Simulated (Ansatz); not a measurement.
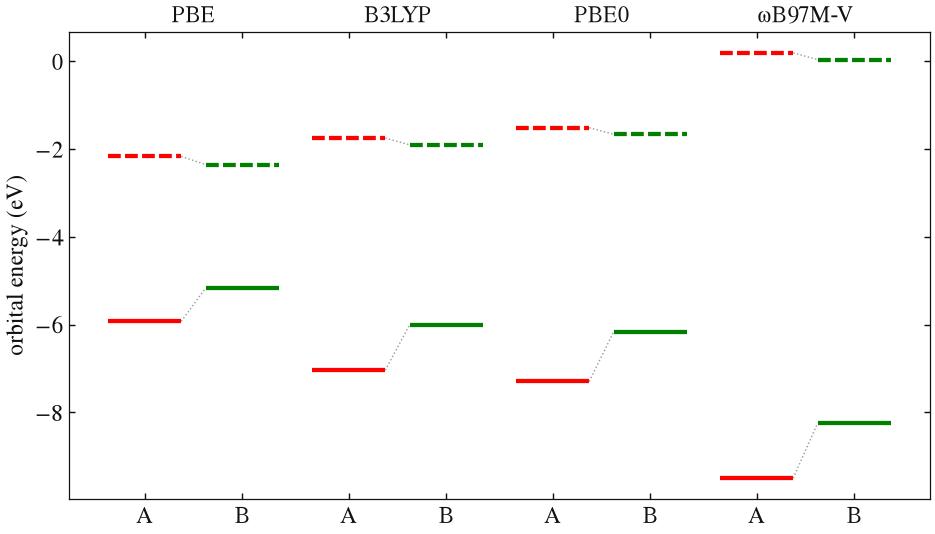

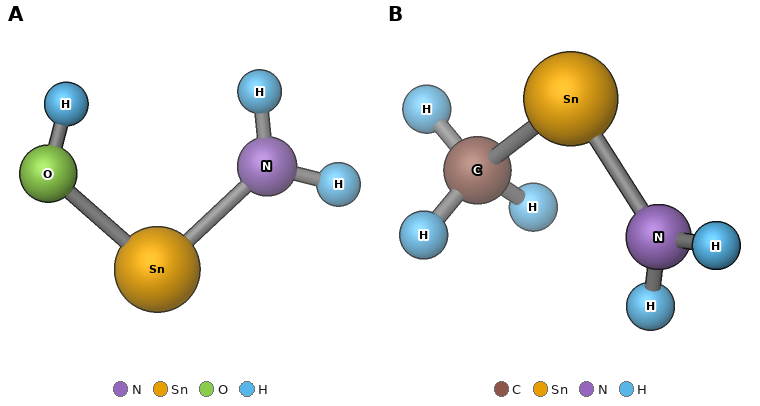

One change: A, SnNH₃O (SMILES [NH2][Sn][OH]), becomes B, CH₅NSn (SMILES [CH3][Sn][NH2]). OH on Sn is replaced by CH₃. HOMO (solid) and LUMO (dashed) computed in def2-TZVPP at PBE0-D4/def2-TZVP geometries, both minima by their frequencies, gas phase, the Ansatz code 0.2.0. Empty levels above zero depend strongly on the basis.

### What does the change do to HOMO and LUMO?

PBE: the HOMO rises by 0.76 eV, the LUMO falls by 0.19 eV, and the separation goes from 3.76 to 2.81 eV. B3LYP: the HOMO rises by 1.04 eV, the LUMO falls by 0.16 eV, and the separation goes from 5.29 to 4.10 eV. PBE0: the HOMO rises by 1.14 eV, the LUMO falls by 0.15 eV, and the separation goes from 5.78 to 4.50 eV. ωB97M-V: the HOMO rises by 1.26 eV, the LUMO falls by 0.15 eV, and the separation goes from 9.69 to 8.28 eV.

### Do the functionals agree on the effect?

They agree on the direction for both levels; the HOMO shift lies between 0.76 and 1.26 eV and the LUMO shift between −0.19 and −0.15 eV, while the separations themselves differ by up to 5.9 eV between functionals.

Note: core potentials past krypton; spin-orbit coupling is left out, and with Sn it can shift these values.
